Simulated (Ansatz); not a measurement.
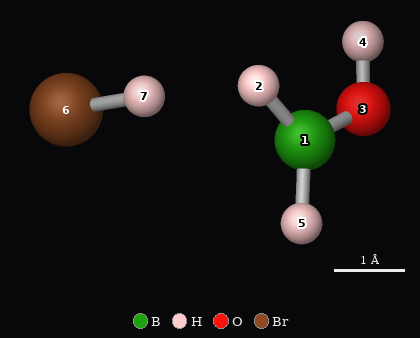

The structure as given in the input (ball-and-stick view, seen at a tilt; atoms are numbered from 1 in the order of the input). Bond lengths as drawn: Br–H 1.45 Å, B–H 1.21 to 1.23 Å, B–O 1.35 Å and H–O 0.98 Å.

**Run report: BH4BrO, nudged elastic band**

System: BH4BrO.
Method: RKS PBE-D4/def2-SVP (Ansatz 0.2.0).

It belongs to a series of runs on one base structure; here: band between the two ends. Figures and captions count atoms from 1; the log counts them from 0 in places.

The program's output
```
Engine: ansatz 0.2.0, aarch64-unknown-linux-gnu
Functional definition: PBE
  parameter kappa = 0.804
  parameter beta = 0.06672455060314922
  exchange = pbe_x(kappa = kappa, mu = beta*pi^2/3)
  correlation = pbe_c(beta = beta)
874 factors; their error is unknown
mean field evaluation 1: about -72806.9234 eV, gradient 4.6e1 eV
mean field evaluation 2: about -72790.6413 eV, gradient 1.0e2 eV
mean field evaluation 4: about -72810.9561 eV, gradient 3.9e0 eV
mean field evaluation 8: about -72810.9332 eV, gradient 9.3e-2 eV
mean field -72810.93317079 eV, -2675.7524410033 hartree, gradient 4.6e-5 eV, S^2 0.000000; 0 other end points of the search recorded, 0 dependent functions left out
the calculation of the forces begins
reference -72810.93320235 eV, -2675.7524421631 hartree; 26, 26 occupied and 54, 54 virtual orbitals, 874 factors
874 factors; their error is unknown
mean field evaluation 16: about -72806.8447 eV, gradient 5.0e1 eV
mean field -72811.59610592 eV, -2675.7768034201 hartree, gradient 5.1e-5 eV, S^2 0.000000; 0 other end points of the search recorded, 0 dependent functions left out
[... from here on the field's lines of each further geometry are left out, up to the last ...]
NEB iter   1: max|band force component| = 1.196e1 eV/Å  barrier→ = 1.8184 eV  barrier← = 2.4960 eV  Δτ_max = 0.2000 Å  (222 SCF iters)
NEB iter   2: max|band force component| = 2.185e0 eV/Å  barrier→ = 0.8477 eV  barrier← = 1.5253 eV  Δτ_max = 0.2000 Å  (225 SCF iters)
NEB iter   3: max|band force component| = 1.323e0 eV/Å  barrier→ = 0.8154 eV  barrier← = 1.4930 eV  Δτ_max = 0.1882 Å  (214 SCF iters)
NEB iter   4: max|band force component| = 1.402e0 eV/Å  barrier→ = 0.7589 eV  barrier← = 1.4364 eV  Δτ_max = 0.0934 Å  (209 SCF iters)
NEB iter   5: max|band force component| = 5.735e-1 eV/Å  barrier→ = 0.7167 eV  barrier← = 1.3943 eV  Δτ_max = 0.0597 Å  (192 SCF iters)
NEB iter   6: max|band force component| = 6.483e-1 eV/Å  barrier→ = 0.7125 eV  barrier← = 1.3901 eV  Δτ_max = 0.0300 Å  (194 SCF iters)
NEB iter   7: max|band force component| = 4.965e-1 eV/Å  barrier→ = 0.7041 eV  barrier← = 1.3817 eV  CI = image 3  Δτ_max = 0.0299 Å  (195 SCF iters)
NEB iter   8: max|band force component| = 3.055e-1 eV/Å  barrier→ = 0.7219 eV  barrier← = 1.3995 eV  CI = image 3  Δτ_max = 0.0593 Å  (194 SCF iters)
NEB iter   9: max|band force component| = 3.033e-1 eV/Å  barrier→ = 0.7485 eV  barrier← = 1.4260 eV  CI = image 3  Δτ_max = 0.1161 Å  (194 SCF iters)
NEB iter  10: max|band force component| = 1.855e-1 eV/Å  barrier→ = 0.7531 eV  barrier← = 1.4307 eV  CI = image 3  Δτ_max = 0.0342 Å  (189 SCF iters)
NEB iter  11: max|band force component| = 1.181e-1 eV/Å  barrier→ = 0.7513 eV  barrier← = 1.4289 eV  CI = image 3  Δτ_max = 0.0237 Å  (182 SCF iters)
NEB iter  12: max|band force component| = 1.246e-1 eV/Å  barrier→ = 0.7476 eV  barrier← = 1.4252 eV  CI = image 3  Δτ_max = 0.0397 Å  (181 SCF iters)
NEB iter  13: max|band force component| = 1.613e-1 eV/Å  barrier→ = 0.7376 eV  barrier← = 1.4152 eV  CI = image 3  Δτ_max = 0.0200 Å  (181 SCF iters)
NEB iter  14: max|band force component| = 1.982e-1 eV/Å  barrier→ = 0.7288 eV  barrier← = 1.4063 eV  CI = image 3  Δτ_max = 0.0399 Å  (178 SCF iters)
NEB iter  15: max|band force component| = 2.523e-1 eV/Å  barrier→ = 0.7075 eV  barrier← = 1.3851 eV  CI = image 3  Δτ_max = 0.0399 Å  (185 SCF iters)
NEB iter  16: max|band force component| = 3.111e-1 eV/Å  barrier→ = 0.6863 eV  barrier← = 1.3639 eV  CI = image 3  Δτ_max = 0.0399 Å  (187 SCF iters)
NEB iter  17: max|band force component| = 3.808e-1 eV/Å  barrier→ = 0.6549 eV  barrier← = 1.3325 eV  CI = image 3  Δτ_max = 0.0399 Å  (179 SCF iters)
NEB iter  18: max|band force component| = 4.741e-1 eV/Å  barrier→ = 0.6214 eV  barrier← = 1.2990 eV  CI = image 3  Δτ_max = 0.0401 Å  (186 SCF iters)
NEB iter  19: max|band force component| = 6.412e-1 eV/Å  barrier→ = 0.5748 eV  barrier← = 1.2524 eV  CI = image 3  Δτ_max = 0.0400 Å  (185 SCF iters)
NEB iter  20: max|band force component| = 9.607e-1 eV/Å  barrier→ = 0.5539 eV  barrier← = 1.2315 eV  CI = image 4  Δτ_max = 0.0800 Å  (184 SCF iters)
NEB iter  21: max|band force component| = 1.004e0 eV/Å  barrier→ = 0.5862 eV  barrier← = 1.2638 eV  CI = image 2  Δτ_max = 0.1568 Å  (186 SCF iters)
NEB iter  22: max|band force component| = 6.451e-1 eV/Å  barrier→ = 0.6870 eV  barrier← = 1.3646 eV  CI = image 2  Δτ_max = 0.1632 Å  (214 SCF iters)
NEB iter  23: max|band force component| = 1.595e0 eV/Å  barrier→ = 0.6689 eV  barrier← = 1.3465 eV  CI = image 2  Δτ_max = 0.0797 Å  (205 SCF iters)
NEB iter  24: max|band force component| = 9.552e-1 eV/Å  barrier→ = 0.6591 eV  barrier← = 1.3367 eV  CI = image 2  Δτ_max = 0.0798 Å  (187 SCF iters)
NEB iter  25: max|band force component| = 4.955e-1 eV/Å  barrier→ = 0.6533 eV  barrier← = 1.3309 eV  CI = image 2  Δτ_max = 0.0625 Å  (190 SCF iters)
NEB iter  26: max|band force component| = 1.990e-1 eV/Å  barrier→ = 0.6519 eV  barrier← = 1.3295 eV  CI = image 2  Δτ_max = 0.0345 Å  (191 SCF iters)
NEB iter  27: max|band force component| = 8.926e-2 eV/Å  barrier→ = 0.6512 eV  barrier← = 1.3288 eV  CI = image 2  Δτ_max = 0.0248 Å  (178 SCF iters)
NEB iter  28: max|band force component| = 5.421e-2 eV/Å  barrier→ = 0.6505 eV  barrier← = 1.3281 eV  CI = image 2  Δτ_max = 0.0253 Å  (183 SCF iters)
NEB iter  29: max|band force component| = 3.974e-2 eV/Å  barrier→ = 0.6497 eV  barrier← = 1.3273 eV  CI = image 2  Δτ_max = 0.0216 Å  (174 SCF iters)
NEB iter  30: max|band force component| = 6.546e-2 eV/Å  barrier→ = 0.6493 eV  barrier← = 1.3269 eV  CI = image 2  Δτ_max = 0.0108 Å  (162 SCF iters)
the calculation of the forces begins
reference -72811.57528346 eV, -2675.7760382087 hartree; 26, 26 occupied and 54, 54 virtual orbitals, 874 factors
874 factors; their error is unknown
mean field -72810.27887147 eV, -2675.7283959468 hartree, gradient 2.0e-5 eV, S^2 0.000000; 1 other end points of the search recorded, 0 dependent functions left out
the calculation of the forces begins
reference -72810.27890314 eV, -2675.7283971107 hartree; 26, 26 occupied and 54, 54 virtual orbitals, 874 factors
NEB iter  31: max|band force component| = 2.708e-2 eV/Å  barrier→ = 0.6492 eV  barrier← = 1.3268 eV  CI = image 2  Δτ_max = 0.0000 Å  (339 SCF iters)
```

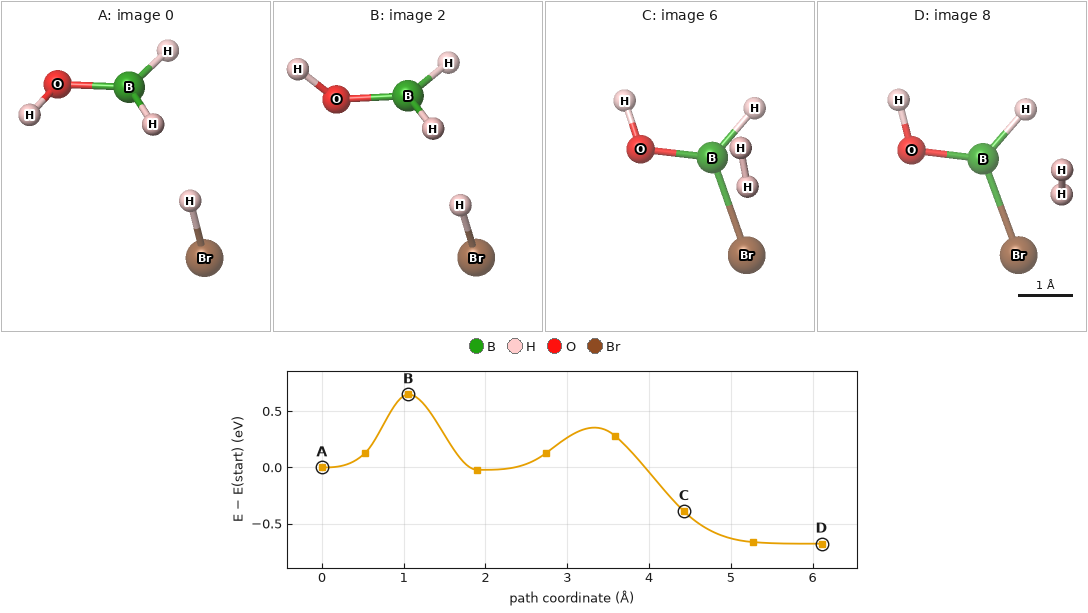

Images of the last band (counted from 0; ball-and-stick, seen at a tilt) above the energy along the path; the line is a cubic interpolation that uses the forces. The highest image is number 2, 0.649 eV above the start and 1.327 eV above the end (the climbing image); the end lies 0.678 eV below the start. The path is 6.11 Å long. The band converged in 31 iterations.

```
Total energy: -72810.36119237 eV, -2675.7314211842 hartree
Atom 0 at     0.022666    -0.256459    -0.004709 Å, force     0.010623     0.002657    -0.001413 eV/Å
Atom 1 at     0.028217    -0.275262     1.234436 Å, force    -0.000322     0.008391    -0.001501 eV/Å
Atom 2 at     1.196768    -0.361170    -0.668201 Å, force    -0.021407    -0.017454     0.014376 eV/Å
Atom 3 at     1.664585    -1.139338    -0.991018 Å, force     0.011335     0.009289    -0.009877 eV/Å
Atom 4 at    -1.036379    -0.106738    -0.596452 Å, force    -0.001045    -0.001109    -0.003332 eV/Å
Atom 5 at    -0.033038     2.855706     1.321723 Å, force     0.002147    -0.011399     0.002357 eV/Å
Atom 6 at     0.014581     1.416063     1.523520 Å, force    -0.001332     0.009624    -0.000610 eV/Å
Dipole moment:     0.232080    -0.591089    -0.164122 e Å
this run last wrote the band of iteration 31 to [file]
```

The last band as extended XYZ (Å, eV, eV/Å)
```
7
Properties=species:S:1:pos:R:3:forces:R:3 image=0 energy=-72811.01036
B    -0.0813   -0.3453   -0.1255   -0.0064  -0.0031   0.0075
H     0.0945   -0.3326    1.0928   -0.0054  -0.0029  -0.0147
O     0.9465   -0.5871   -0.9685    0.0150  -0.0005   0.0160
H     1.7992   -0.7187   -0.5137   -0.0199   0.0049  -0.0141
H    -1.1778   -0.1694   -0.6173    0.0168  -0.0015   0.0065
Br    0.2045    2.8631    1.4595    0.0028   0.0029   0.0002
H     0.0718    1.4229    1.4920   -0.0030   0.0002  -0.0012
7
Properties=species:S:1:pos:R:3:forces:R:3 image=1 energy=-72810.88173
B     0.0055   -0.2703   -0.0510   -0.0289  -0.0605  -0.0844
H     0.1120   -0.3727    1.1741    0.1696  -0.1578  -0.0994
O     1.0017   -0.4994   -0.9326   -0.3631  -0.2568  -0.4808
H     1.7906   -1.0137   -0.7081    0.2479   0.2329   0.5499
H    -1.0591    0.0211   -0.5568   -0.0364   0.2188   0.0881
Br   -0.0114    2.8511    1.3545    0.0146   0.0039   0.0164
H     0.0180    1.4165    1.5392   -0.0037   0.0194   0.0103
7
Properties=species:S:1:pos:R:3:forces:R:3 image=2 energy=-72810.36116
B     0.0227   -0.2565   -0.0047    0.0106   0.0027  -0.0014
H     0.0282   -0.2753    1.2344   -0.0003   0.0084  -0.0015
O     1.1968   -0.3612   -0.6682   -0.0214  -0.0175   0.0144
H     1.6646   -1.1393   -0.9910    0.0113   0.0093  -0.0099
H    -1.0364   -0.1067   -0.5965   -0.0010  -0.0011  -0.0033
Br   -0.0330    2.8557    1.3217    0.0021  -0.0114   0.0024
H     0.0146    1.4161    1.5235   -0.0013   0.0096  -0.0006
7
Properties=species:S:1:pos:R:3:forces:R:3 image=3 energy=-72811.03148
B     0.0567   -0.3881    0.1159    0.0065   0.0024   0.0025
H    -0.0666   -0.2893    1.3303   -0.0018  -0.0010   0.0006
O     1.3130   -0.6287   -0.3206   -0.0065  -0.0042  -0.0032
H     1.3690   -0.7064   -1.2909    0.0005   0.0047   0.0024
H    -0.8966   -0.3002   -0.6382    0.0010  -0.0015  -0.0006
Br    0.0494    2.9310    1.1616    0.0002  -0.0020  -0.0012
H     0.0325    1.5145    1.4613    0.0001   0.0015  -0.0006
7
Properties=species:S:1:pos:R:3:forces:R:3 image=4 energy=-72810.88191
B     0.0558   -0.2098    0.2252   -0.0501  -0.3785   0.0747
H    -0.0528   -0.2582    1.4617    0.0330  -0.0469  -0.0372
O     1.3001   -0.4749   -0.2370    0.0105  -0.0973  -0.0077
H     1.3466   -0.5040   -1.2088   -0.0063   0.0320  -0.0466
H    -0.9538   -0.1380   -0.4432    0.0223  -0.0232  -0.0934
Br    0.0869    2.5233    0.6586   -0.0198   0.1022   0.2286
H     0.0745    1.1944    1.3628    0.0104   0.4118  -0.1184
7
Properties=species:S:1:pos:R:3:forces:R:3 image=5 energy=-72810.72923
B     0.0994    0.2603    0.1131    0.0415   0.3959  -0.1513
H    -0.0724   -0.1529    1.5336   -0.0255   0.0288   0.0929
O     1.2962   -0.3508   -0.1990    0.0018   0.1600  -0.0341
H     1.3278   -0.5875   -1.1427   -0.0058  -0.0840   0.0769
H    -0.9835   -0.1125   -0.2989   -0.0085   0.0431   0.0749
Br    0.1161    2.3819    0.3063    0.0178  -0.1067  -0.2458
H     0.0738    0.6943    1.5069   -0.0213  -0.4371   0.1865
7
Properties=species:S:1:pos:R:3:forces:R:3 image=6 energy=-72811.39921
B     0.1362    0.4938   -0.2127    0.0377   0.2116  -0.2900
H    -0.0923   -0.2457    1.8279   -0.0078  -0.1035   0.2600
O     1.3394   -0.0804   -0.4466    0.0380   0.2593  -0.2402
H     1.2667   -0.9100   -0.9466   -0.0491  -0.2599   0.1605
H    -0.9333   -0.0597   -0.3814    0.0465   0.0431  -0.0764
Br    0.1364    2.4140    0.1523   -0.0034   0.0248  -0.1081
H     0.0044    0.5209    1.8263   -0.0619  -0.1754   0.2942
7
Properties=species:S:1:pos:R:3:forces:R:3 image=7 energy=-72811.67336
B     0.1764    0.5924   -0.4930    0.0030   0.0092  -0.0241
H    -0.1105   -0.3628    2.3356    0.0003  -0.0120   0.0443
O     1.3627   -0.0267   -0.6760    0.0015   0.0066  -0.0216
H     1.2506   -0.9728   -0.8838   -0.0002  -0.0030   0.0035
H    -0.8977    0.0333   -0.5845    0.0031   0.0068  -0.0169
Br    0.2052    2.4754   -0.0812    0.0029   0.0051  -0.0186
H    -0.1294    0.3940    2.2021   -0.0106  -0.0127   0.0333
7
Properties=species:S:1:pos:R:3:forces:R:3 image=8 energy=-72811.68796
B     0.2473    0.5570   -0.6164    0.0106  -0.0034   0.0000
H    -0.3153   -0.2494    2.8704   -0.0010  -0.0091   0.0060
O     1.4224   -0.0065   -0.9726   -0.0209  -0.0022   0.0016
H     1.3104   -0.9350   -1.2496    0.0043   0.0059   0.0005
H    -0.8173   -0.0276   -0.6459    0.0071   0.0030  -0.0005
Br    0.2766    2.3920   -0.0324   -0.0006  -0.0033  -0.0019
H    -0.2668    0.4024    2.4658    0.0006   0.0090  -0.0057
```

This output came from the following input.

The input
```yaml
crystal:
  periodic: [false, false, false]
  atoms:
    - { symbol: B, position_ang: [-0.081346, -0.345325, -0.125498] }
    - { symbol: H, position_ang: [0.094474, -0.332612, 1.092828] }
    - { symbol: O, position_ang: [0.94647, -0.587131, -0.968513] }
    - { symbol: H, position_ang: [1.799243, -0.718731, -0.513735] }
    - { symbol: H, position_ang: [-1.17775, -0.169414, -0.617292] }
    - { symbol: Br, position_ang: [0.204476, 2.863085, 1.459477] }
    - { symbol: H, position_ang: [0.071834, 1.422929, 1.492032] }
basis:
  gaussian: { orbitals: def2-SVP }
hamiltonian:
  xc: pbe
  dispersion: d4
neb:
  order_check: false
  images: 7
  f_tol: 0.03
  max_iterations: 60
  final_atoms:
    - { symbol: B, position_ang: [0.24730154, 0.55696518, -0.61640935] }
    - { symbol: H, position_ang: [-0.31528741, -0.24943475, 2.87044832] }
    - { symbol: O, position_ang: [1.42244977, -0.00648306, -0.97264121] }
    - { symbol: H, position_ang: [1.31038872, -0.93501202, -1.24960206] }
    - { symbol: H, position_ang: [-0.81724988, -0.02763078, -0.6459239] }
    - { symbol: Br, position_ang: [0.27659811, 2.39196381, -0.03241277] }
    - { symbol: H, position_ang: [-0.26679985, 0.40243261, 2.46583997] }
  initial_path:
    images:
      - { positions_ang: [[-0.081346, -0.345325, -0.125498], [0.094474, -0.332612, 1.092828], [0.94647, -0.587131, -0.968513], [1.799243, -0.718731, -0.513735], [-1.17775, -0.169414, -0.617292], [0.204476, 2.863085, 1.459477], [0.071834, 1.422929, 1.492032]] }
      - { positions_ang: [[-0.06145893, -0.25926777, -0.09333647], [0.07087592, -0.24616551, 1.20539121], [1.01445912, -0.44374575, -0.90219878], [1.72778156, -0.78113243, -0.59772014], [-1.14156522, -0.1274552, -0.61062271], [0.1820583, 2.70311568, 1.27468929], [0.06525024, 1.28745198, 1.5430966]] }
      - { positions_ang: [[-0.04157187, -0.17321055, -0.06117494], [0.04727784, -0.15971902, 1.31795443], [1.08244825, -0.3003605, -0.83588456], [1.65632012, -0.84353385, -0.68170528], [-1.10538044, -0.08549641, -0.60395342], [0.1596406, 2.54314636, 1.08990157], [0.05866649, 1.15197496, 1.59416121]] }
      - { positions_ang: [[-0.0216848, -0.08715332, -0.02901341], [0.02367976, -0.07327253, 1.43051764], [1.15043737, -0.15697525, -0.76957034], [1.58485868, -0.90593528, -0.76569042], [-1.06919566, -0.04353761, -0.59728414], [0.1372229, 2.38317704, 0.90511386], [0.05208273, 1.01649794, 1.64522581]] }
      - { positions_ang: [[-0.00179773, -0.00109609, 0.00314812], [8.168e-05, 0.01317396, 1.54308086], [1.21842649, -0.01359, -0.70325612], [1.51339724, -0.9683367, -0.84967556], [-1.03301088, -0.00157882, -0.59061485], [0.11480521, 2.22320772, 0.72032614], [0.04549898, 0.88102092, 1.69629042]] }
      - { positions_ang: [[0.06047709, 0.13841923, -0.15174125], [-0.07876059, -0.05247822, 1.87492272], [1.26943231, -0.01181326, -0.7706024], [1.46264511, -0.96000553, -0.94965718], [-0.97907063, -0.00809181, -0.60444211], [0.15525343, 2.26539674, 0.53214141], [-0.03257573, 0.76137385, 1.88867781]] }
      - { positions_ang: [[0.1227519, 0.27793454, -0.30663062], [-0.15760286, -0.1181304, 2.20676459], [1.32043813, -0.01003653, -0.83794867], [1.41189298, -0.95167436, -1.04963881], [-0.92513038, -0.0146048, -0.61826938], [0.19570166, 2.30758577, 0.34395668], [-0.11065044, 0.64172677, 2.08106519]] }
      - { positions_ang: [[0.18502672, 0.41744986, -0.46151998], [-0.23644513, -0.18378257, 2.53860646], [1.37144395, -0.0082598, -0.90529494], [1.36114085, -0.94334319, -1.14962043], [-0.87119013, -0.02111779, -0.63209664], [0.23614988, 2.34977479, 0.15577196], [-0.18872514, 0.52207969, 2.27345258]] }
      - { positions_ang: [[0.24730154, 0.55696518, -0.61640935], [-0.31528741, -0.24943475, 2.87044832], [1.42244977, -0.00648306, -0.97264121], [1.31038872, -0.93501202, -1.24960206], [-0.81724988, -0.02763078, -0.6459239], [0.27659811, 2.39196381, -0.03241277], [-0.26679985, 0.40243261, 2.46583997]] }
```

Run as:
```bash
ansatz run input.yaml --threads 1 --pin off --max-ram 2048MiB --backend cpu --events-out ev --progress --plain --runs-dir out
```

Results in brief

```json
{"quantity": "outcome", "value": "converged"}
{"quantity": "barrier, forward", "value": "0.649 eV"}
{"quantity": "barrier, backward", "value": "1.327 eV"}
{"quantity": "hardware", "value": "1 thread of Arm Neoverse V2, 24 GiB of memory available, shared host"}
{"quantity": "wall time", "value": "6 min"}
{"quantity": "peak memory", "value": "0.14 GiB"}
```

Remarks

The order of the saddle point was not checked.
